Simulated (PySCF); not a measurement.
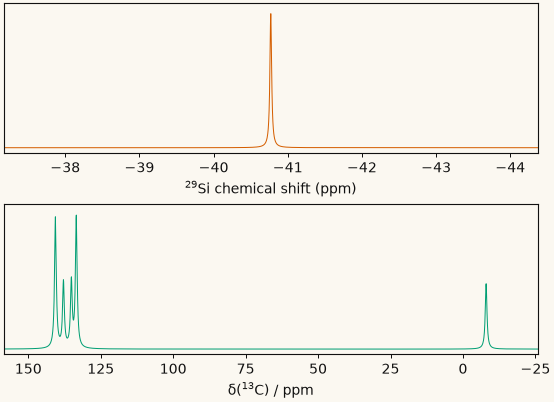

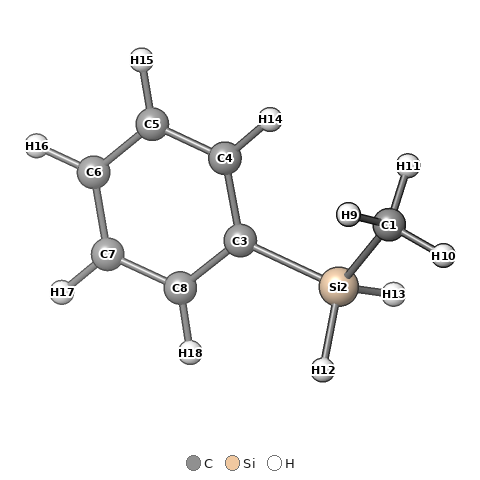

Spectrum and numbered structure of C₇H₁₀Si, SMILES C[SiH2]c1ccccc1. GIAO shifts, mPW1PW91/pcSseg-1 with PySCF 2.14.0, at a PBE0-D3(BJ)/def2-SVP geometry (no frequency check), against TMS for ²⁹Si and TMS for ¹³C computed at the same level. Gas phase, fully decoupled, line heights follow the number of nuclei, widths are arbitrary (no quadrupolar broadening); values of one conformer, averaged over nuclei that symmetry or rotation about single bonds exchange, these motions taken as fast; other conformers aren't averaged in.

### Where does the ²⁹Si line lie?

At −40.8 ppm (Si2).

### Assign the ¹³C signals to the numbered atoms.

```
δ (ppm)  nuclei   atoms
  140.6       2  C4, C8
  137.9       1      C3
  135.1       1      C6
  133.4       2  C5, C7
   −8.0       1      C1
```

The order of signals that lie close, as those under 2 ppm apart, is within the error of the method.
